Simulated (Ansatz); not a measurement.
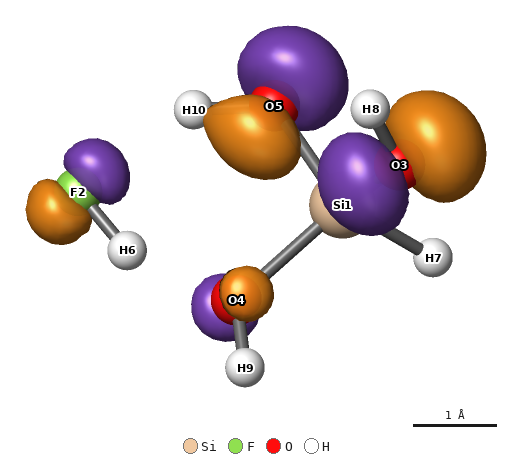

*H4O3Si···HF. The HOMO−1 at ±0.2 Å⁻³ᐟ² (orange and purple are the two phases), seen at a tilt.*

Computed with RKS B3LYP-D4/6-31G in Ansatz.

```xyz
10

Si   -0.1099   -0.8897   -0.0404
F     1.2747    2.0291    0.3899
O    -1.7557   -1.1392    0.2905
O     0.0745    0.4904   -1.1149
O     0.8141   -0.4035    1.2837
H     0.8189    1.6032   -0.3899
H     0.3488   -2.1317   -0.7005
H    -2.2814   -0.6567    0.9470
H    -0.3551    0.5796   -1.9789
H     1.1707    0.5187    1.3135
```

### Where does this orbital lie, and at what energy?

Its weight (Hirshfeld) is mainly on O3 (about 40 %), O5 (about 30 %), F2 (about 10 %) and O4 (about 5 %); largely a combination of lone pairs on O3, O5, F2 and O4. Its energy is −9.07 eV.
